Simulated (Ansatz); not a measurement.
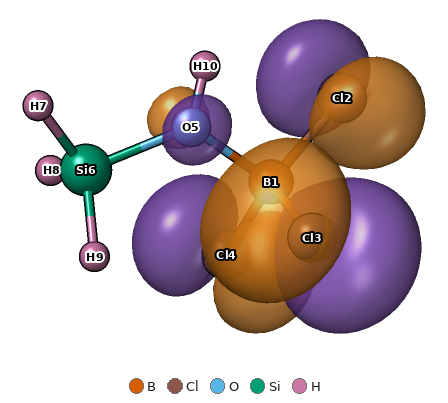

The picture shows: BCl₃H₄OSi. The HOMO−1 at ±0.08 Å⁻³ᐟ² (orange and purple are the two phases), seen across its widest extent.

Level of theory: RKS LDA/def2-SVP in Ansatz.

The calculation's input:

```
crystal:
  periodic: [false, false, false]
  atoms:
    - { symbol: B, position_ang: [0.034803, 0.414699, 0.070489] }
    - { symbol: Cl, position_ang: [-0.002373, 0.769831, 1.856009] }
    - { symbol: Cl, position_ang: [1.5251, 0.559549, -0.788743] }
    - { symbol: Cl, position_ang: [-1.480972, 0.195147, -0.75169] }
    - { symbol: O, position_ang: [0.290708, -2.109872, 0.635017] }
    - { symbol: Si, position_ang: [-0.708653, -3.178347, -0.185146] }
    - { symbol: H, position_ang: [-0.01536, -4.50453, -0.320895] }
    - { symbol: H, position_ang: [-2.003862, -3.37457, 0.561563] }
    - { symbol: H, position_ang: [-0.988137, -2.61904, -1.551639] }
    - { symbol: H, position_ang: [0.009146, -1.776367, 1.523435] }
basis:
  gaussian: { orbitals: def2-SVP }
hamiltonian:
  xc: lda
relax:
  f_tol: 0.03
  max_steps: 50
output:
  orbitals: {}
```

Command:

```sh
ansatz run input.yaml --threads 4 --pin off --max-ram 5120MiB --backend cpu --events-out ev --progress --plain --runs-dir out
```

The fields are those of the run's last geometry, not of the input's.

**Describe this orbital and give its energy.**

It lies mainly on Cl3 (about 60 %), Cl4 (about 15 %) and Cl2 (about 15 %). Its energy is −6.96 eV.
